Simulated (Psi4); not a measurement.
**Molecular dynamics of BPH5 (charge −1) (part 2 of 2)**

BPH5, charge −1, SMILES [BH3-]P; SVWN-RPA/6-311G**, RKS (Psi4 1.11). The geometry comes from this level: GFN2-xTB (4 decimals).

Geometry of the input (Å):
```
B  -0.5061  -0.5199  -0.3638
P  0.6975  0.3002  0.9953
H  -1.5844  -0.6442  0.1744
H  -0.0274  -1.6012  -0.6273
H  -0.5575  0.2056  -1.3304
H  0.2191  1.5995  0.9711
H  1.7588  0.6600  0.1807
```

Trajectory as extended XYZ (Å, eV, eV/Å), 26 frames, from step=0 to step=25:
```
7
Properties=species:S:1:pos:R:3:forces:R:3 step=0 energy=-10018.04155
B    -0.5061   -0.5199   -0.3638    0.3064   0.2420   0.2902
P     0.6975    0.3002    0.9953   -0.5780  -1.4606   0.6013
H    -1.5844   -0.6442    0.1744   -0.3029  -0.0609   0.1224
H    -0.0274   -1.6012   -0.6273    0.0951  -0.3084  -0.0850
H    -0.5575    0.2056   -1.3303   -0.1013   0.1140  -0.3305
H     0.2191    1.5995    0.9711   -0.4416   1.1919   0.0787
H     1.7588    0.6600    0.1807    1.0224   0.2821  -0.6771
7
Properties=species:S:1:pos:R:3:forces:R:3 step=1 energy=-10018.03807
B    -0.5038   -0.5199   -0.3594    0.1434   0.5291   0.0552
P     0.6963    0.2996    0.9942   -0.5459  -1.4683   0.6518
H    -1.5898   -0.6398    0.1696   -0.2541  -0.0593   0.1117
H    -0.0310   -1.5963   -0.6245    0.1510  -0.4211  -0.1009
H    -0.5554    0.2118   -1.3399   -0.0828  -0.0570  -0.1020
H     0.2416    1.6058    0.9692   -0.4840   1.2226   0.0831
H     1.7554    0.6558    0.1781    1.0725   0.2543  -0.6989
7
Properties=species:S:1:pos:R:3:forces:R:3 step=2 energy=-10018.03760
B    -0.5015   -0.5199   -0.3550   -0.0257   0.7828  -0.1643
P     0.6950    0.2990    0.9932   -0.4834  -1.3776   0.6582
H    -1.5958   -0.6355    0.1650   -0.1899  -0.0563   0.0955
H    -0.0341   -1.5925   -0.6218    0.1983  -0.5141  -0.1120
H    -0.5536    0.2179   -1.3496   -0.0652  -0.2150   0.1111
H     0.2630    1.6150    0.9676   -0.4953   1.1710   0.0867
H     1.7546    0.6523    0.1738    1.0614   0.2093  -0.6752
7
Properties=species:S:1:pos:R:3:forces:R:3 step=3 energy=-10018.04016
B    -0.4992   -0.5196   -0.3506   -0.1939   0.9896  -0.3648
P     0.6938    0.2982    0.9923   -0.3881  -1.1943   0.6224
H    -1.6023   -0.6313    0.1607   -0.1137  -0.0525   0.0761
H    -0.0369   -1.5898   -0.6195    0.2340  -0.5797  -0.1163
H    -0.5519    0.2235   -1.3592   -0.0490  -0.3538   0.3007
H     0.2832    1.6271    0.9662   -0.4805   1.0409   0.0893
H     1.7563    0.6492    0.1679    0.9916   0.1496  -0.6075
7
Properties=species:S:1:pos:R:3:forces:R:3 step=4 energy=-10018.04446
B    -0.4970   -0.5191   -0.3462   -0.3544   1.1409  -0.5457
P     0.6924    0.2973    0.9914   -0.2611  -0.9345   0.5511
H    -1.6091   -0.6273    0.1566   -0.0298  -0.0486   0.0557
H    -0.0390   -1.5886   -0.6174    0.2553  -0.6120  -0.1119
H    -0.5503    0.2283   -1.3679   -0.0340  -0.4703   0.4623
H     0.3022    1.6416    0.9650   -0.4470   0.8450   0.0908
H     1.7604    0.6465    0.1605    0.8713   0.0793  -0.5022
7
Properties=species:S:1:pos:R:3:forces:R:3 step=5 energy=-10018.04820
B    -0.4948   -0.5184   -0.3420   -0.5010   1.2324  -0.7083
P     0.6911    0.2963    0.9905   -0.1066  -0.6213   0.4540
H    -1.6159   -0.6234    0.1526    0.0570  -0.0447   0.0359
H    -0.0406   -1.5888   -0.6156    0.2612  -0.6079  -0.0979
H    -0.5488    0.2319   -1.3756   -0.0205  -0.5630   0.5940
H     0.3202    1.6582    0.9640   -0.4028   0.6020   0.0908
H     1.7666    0.6440    0.1519    0.7130   0.0027  -0.3686
7
Properties=species:S:1:pos:R:3:forces:R:3 step=6 energy=-10018.04905
B    -0.4927   -0.5174   -0.3380   -0.6297   1.2638  -0.8540
P     0.6898    0.2953    0.9897    0.0686  -0.2801   0.3423
H    -1.6226   -0.6196    0.1487    0.1426  -0.0416   0.0187
H    -0.0415   -1.5905   -0.6141    0.2519  -0.5672  -0.0740
H    -0.5473    0.2342   -1.3819   -0.0087  -0.6321   0.6955
H     0.3372    1.6761    0.9632   -0.3550   0.3326   0.0888
H     1.7745    0.6415    0.1425    0.5306  -0.0754  -0.2176
7
Properties=species:S:1:pos:R:3:forces:R:3 step=7 energy=-10018.04553
B    -0.4908   -0.5161   -0.3342   -0.7378   1.2388  -0.9838
P     0.6884    0.2943    0.9889    0.2560   0.0656   0.2263
H    -1.6289   -0.6159    0.1449    0.2231  -0.0396   0.0059
H    -0.0418   -1.5935   -0.6127    0.2290  -0.4931  -0.0409
H    -0.5459    0.2349   -1.3865    0.0017  -0.6782   0.7670
H     0.3534    1.6949    0.9626   -0.3096   0.0562   0.0852
H     1.7837    0.6388    0.1325    0.3377  -0.1499  -0.0598
7
Properties=species:S:1:pos:R:3:forces:R:3 step=8 energy=-10018.03689
B    -0.4890   -0.5145   -0.3305   -0.8243   1.1638  -1.0972
P     0.6871    0.2933    0.9881    0.4475   0.3961   0.1150
H    -1.6348   -0.6123    0.1410    0.2949  -0.0386  -0.0020
H    -0.0416   -1.5977   -0.6114    0.1948  -0.3914  -0.0003
H    -0.5445    0.2340   -1.3893    0.0109  -0.7018   0.8091
H     0.3688    1.7138    0.9623   -0.2704  -0.2104   0.0798
H     1.7937    0.6358    0.1224    0.1467  -0.2178   0.0955
7
Properties=species:S:1:pos:R:3:forces:R:3 step=9 energy=-10018.02346
B    -0.4874   -0.5127   -0.3271   -0.8893   1.0471  -1.1924
P     0.6858    0.2923    0.9874    0.6356   0.6972   0.0153
H    -1.6399   -0.6087    0.1372    0.3551  -0.0388  -0.0043
H    -0.0409   -1.6029   -0.6101    0.1525  -0.2698   0.0455
H    -0.5430    0.2315   -1.3901    0.0188  -0.7036   0.8220
H     0.3836    1.7322    0.9621   -0.2392  -0.4553   0.0729
H     1.8040    0.6322    0.1125   -0.0333  -0.2768   0.2410
7
Properties=species:S:1:pos:R:3:forces:R:3 step=10 energy=-10018.00653
B    -0.4861   -0.5107   -0.3240   -0.9340   0.8972  -1.2665
P     0.6846    0.2914    0.9866    0.8140   0.9597  -0.0682
H    -1.6441   -0.6053    0.1333    0.4014  -0.0401  -0.0008
H    -0.0398   -1.6087   -0.6087    0.1057  -0.1369   0.0939
H    -0.5415    0.2273   -1.3890    0.0255  -0.6839   0.8054
H     0.3978    1.7496    0.9621   -0.2167  -0.6707   0.0645
H     1.8142    0.6280    0.1032   -0.1957  -0.3257   0.3716
7
Properties=species:S:1:pos:R:3:forces:R:3 step=11 energy=-10017.98795
B    -0.4849   -0.5084   -0.3212   -0.9597   0.7226  -1.3160
P     0.6834    0.2905    0.9858    0.9781   1.1792  -0.1331
H    -1.6474   -0.6020    0.1295    0.4323  -0.0424   0.0084
H    -0.0385   -1.6148   -0.6071    0.0575  -0.0009   0.1426
H    -0.5399    0.2214   -1.3859    0.0309  -0.6426   0.7585
H     0.4115    1.7653    0.9623   -0.2025  -0.8521   0.0551
H     1.8240    0.6230    0.0948   -0.3363  -0.3639   0.4843
7
Properties=species:S:1:pos:R:3:forces:R:3 step=12 energy=-10017.96968
B    -0.4839   -0.5060   -0.3186   -0.9679   0.5302  -1.3366
P     0.6823    0.2897    0.9850    1.1246   1.3543  -0.1786
H    -1.6497   -0.5988    0.1257    0.4467  -0.0459   0.0234
H    -0.0370   -1.6209   -0.6051    0.0109   0.1306   0.1891
H    -0.5383    0.2140   -1.3810    0.0349  -0.5797   0.6803
H     0.4247    1.7789    0.9626   -0.1958  -0.9981   0.0451
H     1.8330    0.6171    0.0876   -0.4531  -0.3914   0.5770
7
Properties=species:S:1:pos:R:3:forces:R:3 step=13 energy=-10017.95338
B    -0.4832   -0.5035   -0.3164   -0.9601   0.3260  -1.3243
P     0.6813    0.2890    0.9843    1.2513   1.4854  -0.2044
H    -1.6509   -0.5957    0.1219    0.4442  -0.0505   0.0438
H    -0.0356   -1.6268   -0.6027   -0.0317   0.2515   0.2314
H    -0.5365    0.2052   -1.3745    0.0372  -0.4950   0.5694
H     0.4374    1.7902    0.9630   -0.1955  -1.1087   0.0347
H     1.8409    0.6103    0.0817   -0.5452  -0.4087   0.6493
7
Properties=species:S:1:pos:R:3:forces:R:3 step=14 energy=-10017.94030
B    -0.4826   -0.5009   -0.3144   -0.9375   0.1148  -1.2759
P     0.6804    0.2885    0.9835    1.3565   1.5740  -0.2112
H    -1.6510   -0.5927    0.1182    0.4248  -0.0558   0.0688
H    -0.0342   -1.6320   -0.5997   -0.0689   0.3571   0.2679
H    -0.5347    0.1952   -1.3666    0.0379  -0.3888   0.4250
H     0.4497    1.7989    0.9635   -0.2003  -1.1847   0.0240
H     1.8475    0.6025    0.0774   -0.6123  -0.4169   0.7012
7
Properties=species:S:1:pos:R:3:forces:R:3 step=15 energy=-10017.93116
B    -0.4823   -0.4983   -0.3128   -0.9015  -0.0992  -1.1898
P     0.6796    0.2881    0.9826    1.4393   1.6223  -0.2000
H    -1.6501   -0.5898    0.1147    0.3886  -0.0615   0.0979
H    -0.0329   -1.6363   -0.5961   -0.0997   0.4440   0.2978
H    -0.5328    0.1843   -1.3577    0.0371  -0.2622   0.2477
H     0.4614    1.8047    0.9640   -0.2092  -1.2272   0.0132
H     1.8526    0.5937    0.0747   -0.6545  -0.4166   0.7331
7
Properties=species:S:1:pos:R:3:forces:R:3 step=16 energy=-10017.92606
B    -0.4822   -0.4957   -0.3113   -0.8537  -0.3114  -1.0667
P     0.6789    0.2878    0.9818    1.4987   1.6318  -0.1717
H    -1.6483   -0.5871    0.1114    0.3370  -0.0675   0.1300
H    -0.0319   -1.6396   -0.5917   -0.1234   0.5100   0.3203
H    -0.5308    0.1727   -1.3482    0.0350  -0.1176   0.0399
H     0.4727    1.8075    0.9646   -0.2215  -1.2370   0.0027
H     1.8561    0.5839    0.0739   -0.6721  -0.4086   0.7454
7
Properties=species:S:1:pos:R:3:forces:R:3 step=17 energy=-10017.92470
B    -0.4823   -0.4931   -0.3102   -0.7960  -0.5165  -0.9109
P     0.6784    0.2876    0.9810    1.5337   1.6039  -0.1269
H    -1.6456   -0.5846    0.1085    0.2714  -0.0736   0.1644
H    -0.0312   -1.6417   -0.5866   -0.1396   0.5537   0.3351
H    -0.5287    0.1609   -1.3386    0.0317   0.0402  -0.1924
H     0.4835    1.8074    0.9652   -0.2362  -1.2147  -0.0076
H     1.8581    0.5731    0.0748   -0.6651  -0.3936   0.7382
7
Properties=species:S:1:pos:R:3:forces:R:3 step=18 energy=-10017.92659
B    -0.4825   -0.4907   -0.3092   -0.7311  -0.7070  -0.7311
P     0.6779    0.2875    0.9801    1.5435   1.5391  -0.0660
H    -1.6423   -0.5822    0.1059    0.1942  -0.0793   0.1998
H    -0.0308   -1.6425   -0.5807   -0.1481   0.5746   0.3420
H    -0.5265    0.1492   -1.3295    0.0276   0.2042  -0.4392
H     0.4937    1.8044    0.9658   -0.2529  -1.1599  -0.0175
H     1.8585    0.5614    0.0774   -0.6333  -0.3722   0.7119
7
Properties=species:S:1:pos:R:3:forces:R:3 step=19 energy=-10017.93128
B    -0.4829   -0.4884   -0.3084   -0.6622  -0.8737  -0.5408
P     0.6776    0.2876    0.9792    1.5271   1.4373   0.0107
H    -1.6386   -0.5800    0.1038    0.1081  -0.0842   0.2351
H    -0.0308   -1.6419   -0.5740   -0.1490   0.5725   0.3412
H    -0.5243    0.1379   -1.3214    0.0232   0.3648  -0.6858
H     0.5033    1.7986    0.9663   -0.2709  -1.0719  -0.0269
H     1.8573    0.5488    0.0818   -0.5764  -0.3452   0.6664
7
Properties=species:S:1:pos:R:3:forces:R:3 step=20 energy=-10017.93852
B    -0.4835   -0.4864   -0.3077   -0.5933  -1.0052  -0.3576
P     0.6774    0.2878    0.9784    1.4835   1.2984   0.1031
H    -1.6346   -0.5780    0.1023    0.0169  -0.0881   0.2688
H    -0.0311   -1.6399   -0.5665   -0.1424   0.5474   0.3329
H    -0.5220    0.1276   -1.3150    0.0191   0.5102  -0.9131
H     0.5122    1.7903    0.9668   -0.2897  -0.9499  -0.0359
H     1.8548    0.5354    0.0878   -0.4941  -0.3132   0.6018
7
Properties=species:S:1:pos:R:3:forces:R:3 step=21 energy=-10017.94820
B    -0.4841   -0.4845   -0.3071   -0.5286  -1.0900  -0.2015
P     0.6773    0.2881    0.9775    1.4122   1.1222   0.2109
H    -1.6305   -0.5763    0.1014   -0.0756  -0.0904   0.2993
H    -0.0318   -1.6366   -0.5581   -0.1285   0.4998   0.3174
H    -0.5197    0.1184   -1.3107    0.0155   0.6278  -1.1001
H     0.5205    1.7797    0.9672   -0.3089  -0.7927  -0.0443
H     1.8510    0.5212    0.0952   -0.3863  -0.2771   0.5184
7
Properties=species:S:1:pos:R:3:forces:R:3 step=22 energy=-10017.96000
B    -0.4849   -0.4829   -0.3065   -0.4725  -1.1181  -0.0916
P     0.6773    0.2884    0.9767    1.3134   0.9090   0.3334
H    -1.6267   -0.5747    0.1013   -0.1646  -0.0906   0.3249
H    -0.0328   -1.6321   -0.5490   -0.1074   0.4306   0.2950
H    -0.5173    0.1108   -1.3091    0.0129   0.7064  -1.2265
H     0.5280    1.7671    0.9674   -0.3280  -0.6000  -0.0524
H     1.8464    0.5064    0.1039   -0.2538  -0.2376   0.4172
7
Properties=species:S:1:pos:R:3:forces:R:3 step=23 energy=-10017.97308
B    -0.4858   -0.4816   -0.3060   -0.4290  -1.0832  -0.0418
P     0.6774    0.2889    0.9759    1.1881   0.6610   0.4688
H    -1.6232   -0.5734    0.1019   -0.2455  -0.0885   0.3442
H    -0.0340   -1.6265   -0.5392   -0.0796   0.3410   0.2663
H    -0.5149    0.1048   -1.3104    0.0109   0.7383  -1.2771
H     0.5347    1.7532    0.9676   -0.3463  -0.3729  -0.0602
H     1.8412    0.4910    0.1135   -0.0985  -0.1960   0.2999
7
Properties=species:S:1:pos:R:3:forces:R:3 step=24 energy=-10017.98584
B    -0.4868   -0.4804   -0.3055   -0.4015  -0.9850  -0.0584
P     0.6777    0.2894    0.9751    1.0391   0.3825   0.6143
H    -1.6203   -0.5722    0.1033   -0.3135  -0.0837   0.3555
H    -0.0354   -1.6202   -0.5288   -0.0457   0.2332   0.2321
H    -0.5125    0.1007   -1.3148    0.0090   0.7210  -1.2453
H     0.5406    1.7384    0.9676   -0.3631  -0.1148  -0.0679
H     1.8357    0.4751    0.1239    0.0759  -0.1533   0.1697
7
Properties=species:S:1:pos:R:3:forces:R:3 step=25 energy=-10017.99611
B    -0.4879   -0.4795   -0.3049   -0.3919  -0.8299  -0.1374
P     0.6780    0.2899    0.9744    0.8714   0.0814   0.7653
H    -1.6182   -0.5713    0.1056   -0.3645  -0.0759   0.3577
H    -0.0370   -1.6133   -0.5178   -0.0068   0.1102   0.1932
H    -0.5100    0.0982   -1.3221    0.0066   0.6579  -1.1343
H     0.5456    1.7232    0.9674   -0.3775   0.1674  -0.0757
H     1.8304    0.4588    0.1347    0.2631  -0.1112   0.0315
```

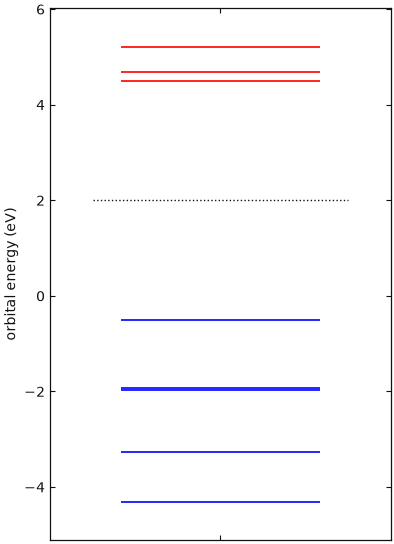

Figure 1. Orbital energies near the frontier; the dotted line parts filled from empty levels, and levels within 0.02 eV of each other stand side by side. Highest filled −0.50 eV, lowest empty 4.49 eV, 4.99 eV apart.

Summary:

```tsv
quantity	value
outcome	finished
trajectory	26 frames kept
potential energy (last step)	−368.154566 hartree
basis functions (last step)	74
HOMO (last step)	−0.50 eV
LUMO (last step)	4.49 eV
wall time	63 s
peak memory	0.77 GiB
```
